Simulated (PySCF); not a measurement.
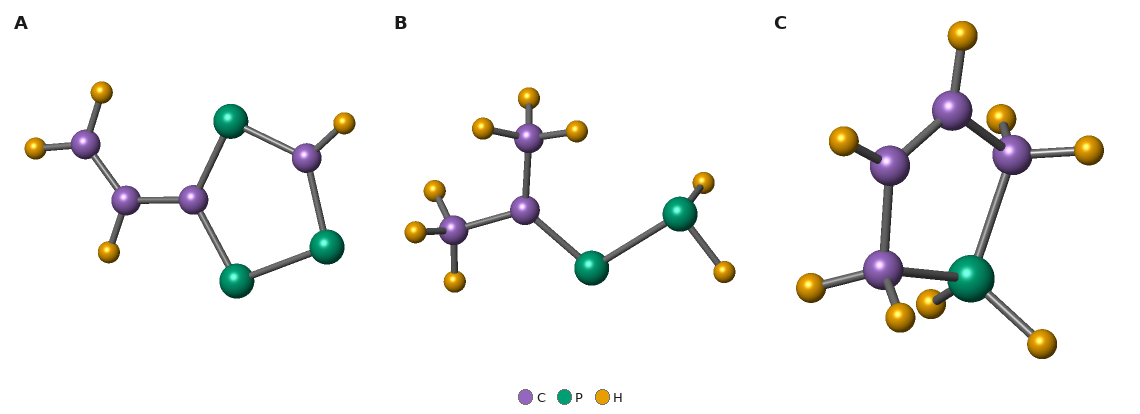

The picture comes from a calculation with PySCF.

```xyz
11
charge -1, multiplicity 1
C    -2.2719    0.3024    0.1654
C    -1.3336   -0.3868   -0.4834
C     0.0892   -0.2751   -0.2796
P     1.1206   -1.2965   -1.2634
P     2.9832   -0.7027   -0.5370
C     2.4277    0.4582    0.6200
P     0.7706    0.8344    0.9021
H    -2.0032    1.0231    0.9219
H    -3.3245    0.1708   -0.0355
H    -1.6299   -1.1068   -1.2408
H     3.1772    0.9818    1.2045
```

**Which panel shows the molecule in this file?**

A. The file holds C4H4P3(-), `C=Cc1ppc[p-]1`.
